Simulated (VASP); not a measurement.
Band structure of HfS2 (space group P-3m1). Level of theory: modified Becke-Johnson potential (mBJ) with spin-orbit coupling, VASP's PBE PAW potentials (set 64) (plane waves; VASP).

mBJ is a potential without an energy functional, so only the levels count. Without a dispersion term in the relaxation, distances and binding between the weakly bound layers, chains or molecules are unreliable, and so is what depends on them.

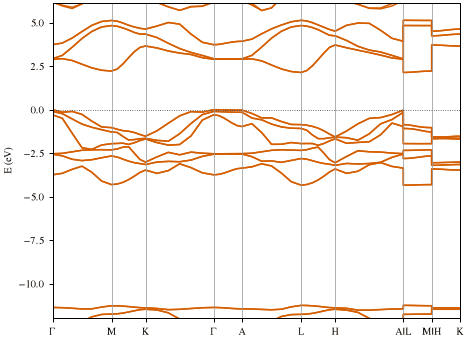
Fig. 1. Bands along high-symmetry lines, zero at the valence-band maximum or, without a gap, the Fermi level

Task: Read the plot: is there a gap, and where are the band edges?

Result: The gap is indirect, 2.14 eV, from the valence maximum at Γ to the conduction minimum at L.

The structure comes from a computed database's HfS2 entry (P-3m1); how it stands against other phases isn't given here. It was relaxed first, which changed the volume by +9 %. The cell's shape comes from a PBE relaxation.
